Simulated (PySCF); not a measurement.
## C$_{5}$H$_{10}$InN: geometry relaxation (part 2 of 2)

C$_{5}$H$_{10}$InN (InEt2(CN)); PBE0-D3(BJ)/def2-SVP geometry optimisation, gas phase (PySCF 2.14.0). It belongs to a series of runs on one base structure; here: one ligand: Et to CN.

Trajectory as extended XYZ, continued
```
17
Properties=species:S:1:pos:R:3:forces:R:3 step=13 energy=-11998.08736
In    0.1709    0.0619   -0.2214   -0.0450   0.0188   0.0229
C     2.2023   -0.4188    0.3436   -0.0416   0.0164   0.0933
C     2.2393   -1.4354    1.4826    0.0492  -0.0038  -0.0658
H     2.7303    0.5103    0.6096    0.0150  -0.0340  -0.0208
H     2.6928   -0.8221   -0.5575   -0.0154   0.0080  -0.0205
H     3.2704   -1.7734    1.6823   -0.0104   0.0115   0.0253
H     1.8484   -1.0203    2.4247   -0.0010   0.0136   0.0091
H     1.6449   -2.3338    1.2541   -0.0012  -0.0241  -0.0132
C    -1.1507    1.7561   -0.4868   -0.0009   0.0398  -0.0854
C    -2.5109    1.3775   -1.0583   -0.0051   0.0119   0.0196
H    -0.6377    2.4933   -1.1258    0.0296  -0.0117  -0.0086
H    -1.2464    2.2422    0.4984    0.0011  -0.0377   0.0510
H    -3.1760    2.2561   -1.1227    0.0036  -0.0295  -0.0017
H    -2.4277    0.9575   -2.0721    0.0008  -0.0009  -0.0210
H    -3.0240    0.6169   -0.4496    0.0015   0.0185   0.0150
C    -0.9877   -1.7671   -0.5026   -0.0021   0.0358   0.0076
N    -1.6667   -2.7016   -0.6384    0.0219  -0.0326  -0.0066
17
Properties=species:S:1:pos:R:3:forces:R:3 step=14 energy=-11998.09270
In    0.1739    0.0709   -0.2361   -0.0050  -0.0368   0.0413
C     2.1906   -0.3995    0.3942   -0.0411   0.0593   0.0494
C     2.2160   -1.4792    1.4707    0.0859  -0.0072  -0.0044
H     2.6767    0.5278    0.7363    0.0217  -0.0289  -0.0188
H     2.7331   -0.7285   -0.5076   -0.0154   0.0011  -0.0219
H     3.2500   -1.7889    1.7022   -0.0158   0.0127   0.0035
H     1.7702   -1.1334    2.4165   -0.0235  -0.0005   0.0018
H     1.6706   -2.3847    1.1648   -0.0261  -0.0226  -0.0157
C    -1.1212    1.7680   -0.5755    0.0076   0.0698  -0.0515
C    -2.5286    1.3945   -1.0209   -0.0001  -0.0057   0.0224
H    -0.6247    2.4221   -1.3112    0.0104  -0.0047  -0.0168
H    -1.1324    2.3459    0.3638   -0.0055  -0.0251   0.0365
H    -3.1666    2.2893   -1.1225    0.0046  -0.0232  -0.0050
H    -2.5295    0.8799   -1.9934    0.0029  -0.0061  -0.0200
H    -3.0251    0.7150   -0.3108    0.0032   0.0186   0.0091
C    -0.9630   -1.7734   -0.4937   -0.0231   0.0293  -0.0019
N    -1.6184   -2.7263   -0.6165    0.0192  -0.0300  -0.0080
17
Properties=species:S:1:pos:R:3:forces:R:3 step=15 energy=-11998.09494
In    0.1674    0.0703   -0.2460    0.0033  -0.0484   0.0541
C     2.1639   -0.3701    0.4624   -0.0085   0.0620  -0.0173
C     2.1911   -1.5294    1.4488    0.0883  -0.0226   0.0572
H     2.5892    0.5475    0.8980    0.0161  -0.0063  -0.0037
H     2.7676   -0.5964   -0.4329   -0.0118  -0.0056  -0.0123
H     3.2255   -1.7986    1.7247   -0.0112   0.0073  -0.0160
H     1.6711   -1.2851    2.3888   -0.0352  -0.0176  -0.0129
H     1.7191   -2.4356    1.0397   -0.0279  -0.0128  -0.0055
C    -1.0829    1.7745   -0.6927    0.0496   0.0558  -0.0149
C    -2.5379    1.4261   -0.9696   -0.0169  -0.0163   0.0106
H    -0.6186    2.2955   -1.5470   -0.0151   0.0055  -0.0087
H    -0.9826    2.4651    0.1617   -0.0144  -0.0098   0.0044
H    -3.1431    2.3329   -1.1383   -0.0005  -0.0041  -0.0131
H    -2.6468    0.7883   -1.8598    0.0030  -0.0070  -0.0069
H    -3.0006    0.8772   -0.1347   -0.0021   0.0113   0.0038
C    -0.9466   -1.7915   -0.4689   -0.0313   0.0217  -0.0106
N    -1.5644   -2.7713   -0.5740    0.0144  -0.0131  -0.0081
17
Properties=species:S:1:pos:R:3:forces:R:3 step=16 energy=-11998.09672
In    0.1483    0.0654   -0.2304    0.0280  -0.0367   0.0503
C     2.1413   -0.3561    0.5032    0.0067   0.0443  -0.0385
C     2.1937   -1.5578    1.4364    0.0245  -0.0182   0.0499
H     2.5341    0.5541    0.9825    0.0070   0.0037   0.0139
H     2.7655   -0.5219   -0.3917   -0.0108  -0.0087  -0.0095
H     3.2302   -1.7947    1.7320    0.0011   0.0026  -0.0195
H     1.6341   -1.3813    2.3690   -0.0191  -0.0160  -0.0147
H     1.7713   -2.4623    0.9719   -0.0104   0.0009   0.0028
C    -1.0695    1.7773   -0.7390    0.0333   0.0140  -0.0064
C    -2.5400    1.4516   -0.9583   -0.0096  -0.0213   0.0052
H    -0.6142    2.2292   -1.6369   -0.0198   0.0135   0.0101
H    -0.9280    2.5125    0.0712   -0.0143  -0.0014  -0.0164
H    -3.1269    2.3597   -1.1749    0.0013   0.0131  -0.0193
H    -2.6871    0.7575   -1.8002    0.0028  -0.0028   0.0114
H    -2.9966    0.9765   -0.0760    0.0010   0.0014  -0.0018
C    -0.9508   -1.8046   -0.4470   -0.0280   0.0078  -0.0112
N    -1.5340   -2.8055   -0.5515    0.0063   0.0036  -0.0064
17
Properties=species:S:1:pos:R:3:forces:R:3 step=17 energy=-11998.09843
In    0.1386    0.0717   -0.2046    0.0220  -0.0048   0.0225
C     2.1334   -0.3501    0.5210    0.0223   0.0100  -0.0281
C     2.2021   -1.5702    1.4304   -0.0270  -0.0105   0.0129
H     2.5263    0.5535    1.0126   -0.0015   0.0028   0.0167
H     2.7510   -0.4972   -0.3821   -0.0052  -0.0024  -0.0031
H     3.2413   -1.7989    1.7209    0.0071  -0.0021  -0.0072
H     1.6355   -1.4231    2.3638    0.0021  -0.0056  -0.0055
H     1.7907   -2.4697    0.9456    0.0058   0.0098   0.0052
C    -1.0709    1.7852   -0.7351    0.0047  -0.0278   0.0056
C    -2.5390    1.4528   -0.9649   -0.0017  -0.0080  -0.0099
H    -0.6098    2.2272   -1.6348   -0.0077   0.0166   0.0158
H    -0.9392    2.5275    0.0698   -0.0063   0.0061  -0.0203
H    -3.1246    2.3551   -1.2083    0.0032   0.0123  -0.0134
H    -2.6748    0.7415   -1.7946    0.0001  -0.0024   0.0192
H    -3.0054    0.9960   -0.0783   -0.0003  -0.0033  -0.0008
C    -0.9579   -1.7968   -0.4415   -0.0170  -0.0016  -0.0043
N    -1.5257   -2.8050   -0.5597   -0.0006   0.0109  -0.0053
17
Properties=species:S:1:pos:R:3:forces:R:3 step=18 energy=-11998.09952
In    0.1417    0.0902   -0.1825    0.0102   0.0176   0.0008
C     2.1334   -0.3435    0.5422    0.0217  -0.0274  -0.0170
C     2.2034   -1.5874    1.4203   -0.0460   0.0018  -0.0234
H     2.5292    0.5472    1.0544   -0.0089   0.0036   0.0113
H     2.7480   -0.4714   -0.3663    0.0027   0.0079   0.0047
H     3.2431   -1.8217    1.7036    0.0068  -0.0044   0.0063
H     1.6331   -1.4681    2.3551    0.0140   0.0047   0.0051
H     1.7934   -2.4735    0.9101    0.0128   0.0087   0.0057
C    -1.0705    1.7940   -0.7408   -0.0151  -0.0340   0.0159
C    -2.5374    1.4472   -0.9599    0.0091   0.0025  -0.0207
H    -0.6156    2.2179   -1.6521    0.0036   0.0100   0.0074
H    -0.9418    2.5565    0.0451   -0.0033   0.0047  -0.0101
H    -3.1261    2.3380   -1.2368    0.0026   0.0040  -0.0022
H    -2.6691    0.7063   -1.7636    0.0006  -0.0040   0.0123
H    -3.0028    1.0188   -0.0587   -0.0021   0.0030   0.0053
C    -0.9619   -1.7719   -0.4393   -0.0014  -0.0083   0.0048
N    -1.5289   -2.7790   -0.5704   -0.0074   0.0097  -0.0062
17
Properties=species:S:1:pos:R:3:forces:R:3 step=19 energy=-11998.09989
In    0.1493    0.1056   -0.1713    0.0001   0.0195  -0.0077
C     2.1379   -0.3409    0.5530    0.0102  -0.0326  -0.0080
C     2.2009   -1.5989    1.4116   -0.0238   0.0068  -0.0259
H     2.5345    0.5402    1.0810   -0.0102   0.0022   0.0039
H     2.7538   -0.4567   -0.3561    0.0065   0.0107   0.0066
H     3.2395   -1.8413    1.6926    0.0014  -0.0036   0.0088
H     1.6294   -1.4924    2.3471    0.0107   0.0059   0.0078
H     1.7893   -2.4752    0.8866    0.0064   0.0022   0.0025
C    -1.0699    1.7995   -0.7425   -0.0163  -0.0154   0.0076
C    -2.5348    1.4400   -0.9545    0.0063   0.0020  -0.0141
H    -0.6205    2.2137   -1.6610    0.0084   0.0033   0.0008
H    -0.9452    2.5760    0.0298   -0.0002  -0.0005   0.0032
H    -3.1273    2.3213   -1.2532    0.0009  -0.0009   0.0017
H    -2.6621    0.6789   -1.7398    0.0000  -0.0034   0.0053
H    -2.9984    1.0301   -0.0437   -0.0019   0.0082   0.0037
C    -0.9654   -1.7492   -0.4398    0.0126  -0.0103   0.0107
N    -1.5396   -2.7510   -0.5795   -0.0110   0.0060  -0.0069
17
Properties=species:S:1:pos:R:3:forces:R:3 step=20 energy=-11998.10036
In    0.1555    0.1142   -0.1683   -0.0086   0.0078  -0.0086
C     2.1391   -0.3396    0.5647    0.0017  -0.0166  -0.0051
C     2.1961   -1.6110    1.4030    0.0005   0.0060  -0.0110
H     2.5264    0.5338    1.1125   -0.0065   0.0008   0.0004
H     2.7648   -0.4367   -0.3397    0.0069   0.0077   0.0058
H     3.2327   -1.8563    1.6897   -0.0021  -0.0019   0.0040
H     1.6176   -1.5196    2.3356    0.0024   0.0028   0.0047
H     1.7913   -2.4796    0.8610   -0.0017  -0.0034  -0.0002
C    -1.0651    1.8008   -0.7558   -0.0069   0.0068  -0.0019
C    -2.5330    1.4414   -0.9457    0.0025   0.0006  -0.0034
H    -0.6241    2.1940   -1.6877    0.0050  -0.0020  -0.0020
H    -0.9305    2.5950   -0.0036   -0.0004  -0.0063   0.0106
H    -3.1241    2.3165   -1.2647    0.0007  -0.0040   0.0008
H    -2.6702    0.6576   -1.7064    0.0006  -0.0022  -0.0009
H    -2.9905    1.0605   -0.0193   -0.0006   0.0094   0.0026
C    -0.9667   -1.7370   -0.4366    0.0177  -0.0090   0.0114
N    -1.5478   -2.7346   -0.5784   -0.0111   0.0035  -0.0069
17
Properties=species:S:1:pos:R:3:forces:R:3 step=21 energy=-11998.10070
In    0.1575    0.1161   -0.1668   -0.0094  -0.0034  -0.0056
C     2.1399   -0.3410    0.5681   -0.0059   0.0038  -0.0020
C     2.1945   -1.6170    1.3986    0.0155   0.0000   0.0050
H     2.5206    0.5296    1.1250   -0.0020  -0.0002  -0.0007
H     2.7717   -0.4285   -0.3329    0.0043   0.0026   0.0020
H     3.2300   -1.8629    1.6892   -0.0032  -0.0004  -0.0017
H     1.6129   -1.5306    2.3298   -0.0041  -0.0013   0.0006
H     1.7933   -2.4835    0.8507   -0.0068  -0.0051  -0.0021
C    -1.0635    1.8020   -0.7544    0.0018   0.0140  -0.0118
C    -2.5309    1.4429   -0.9466   -0.0017  -0.0001   0.0060
H    -0.6202    2.1934   -1.6862    0.0007  -0.0009   0.0004
H    -0.9300    2.5976   -0.0034    0.0008  -0.0079   0.0106
H    -3.1198    2.3164   -1.2737    0.0002  -0.0025  -0.0024
H    -2.6671    0.6532   -1.7013    0.0000  -0.0008  -0.0007
H    -2.9916    1.0708   -0.0181    0.0010   0.0052  -0.0013
C    -0.9691   -1.7330   -0.4363    0.0169  -0.0070   0.0093
N    -1.5567   -2.7262   -0.5814   -0.0078   0.0039  -0.0054
```

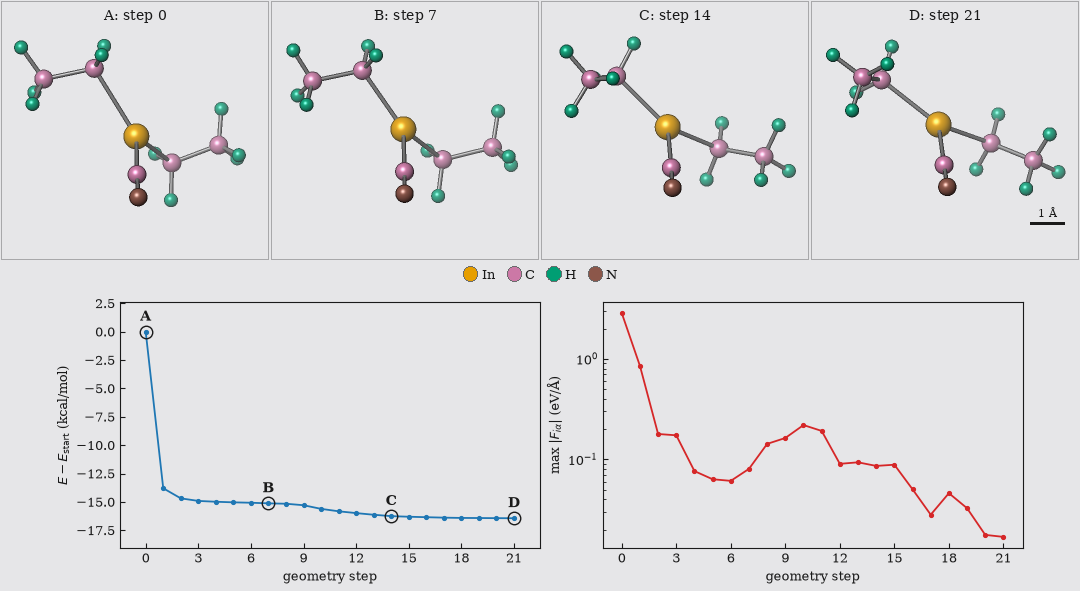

Fig. 1: Frames of the relaxation (ball-and-stick view, seen at a tilt) above the curves, on which the letters mark them (steps are counted from 0).

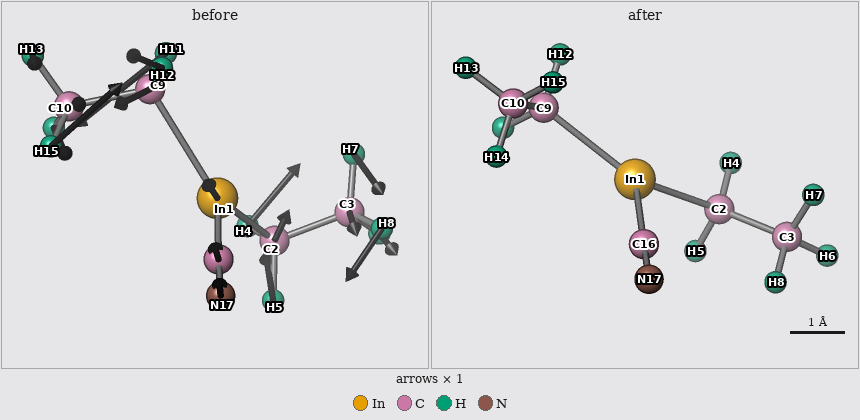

Fig. 2: Before (left) and after (right) the relaxation, at one scale (ball-and-stick view, seen at a tilt). The black arrows give the displacements, at true length. After 21 geometry steps the energy has fallen by 16.4 kcal/mol. The largest force component goes from 2.8 to 0.017 eV/Å. H11 moves most after the best rigid fit: 2.32 Å. Largest moves by element: H 2.32 Å, C 1.07 Å, In 0.78 Å, N 0.72 Å. Among the contacts that change: In1–C9 2.395 → 2.163 Å, C10–H13 1.168 → 1.103 Å, C2–H4 1.160 → 1.101 Å, C3–H8 1.042 → 1.101 Å. Among the angles that change: C2–In1–C9 130.1° → 140.7°, C2–In1–C16 119.0° → 109.6°, H6–C3–H7 101.5° → 106.9°. (Atoms are counted from 1 in the order of the input.)

The run was set up as follows.

The input
```
{"job": {"xc": "PBE0", "basis": "def2-SVP", "d3": "d3bj", "grid": 1, "maxiter": 30, "shake": 0.03, "kind": "geom"}, "charge": 0, "multiplicity": 1}
In    -0.193480    -0.572580    -0.016940
C      1.997920    -0.737440    -0.032360
C      2.501720    -0.817680     1.367120
H      2.529800     0.151270    -0.555300
H      2.257870    -1.643190    -0.624400
H      3.638430    -0.889810     1.370040
H      2.338730     0.078500     1.966650
H      2.201980    -1.661870     1.899930
C     -1.594350     1.366030     0.114010
C     -2.109960     1.713860    -1.299250
H     -1.023790     2.155660     0.508660
H     -2.405930     1.138450     0.747820
H     -2.833470     2.630580    -1.303060
H     -1.325710     1.960310    -1.983860
H     -2.693110     0.870120    -1.760630
C     -1.375590    -2.369030    -0.127310
N     -1.939600    -3.373770    -0.210870
```

The first line tells a small driver script what to run in PySCF; the rest is the geometry in Å.

Launch command:
```bash
OMP_NUM_THREADS=1 python <driver script> task.json out
```

Key numbers

| quantity | value |
| --- | --- |
| outcome | converged |
| total energy | −440.922072 hartree |
| dipole moment | 5.22 D |
| point group | C1 |
| hardware | 1 CPU thread, shared host |
| wall time | 5.6 min |
| peak memory | 0.7 GiB |
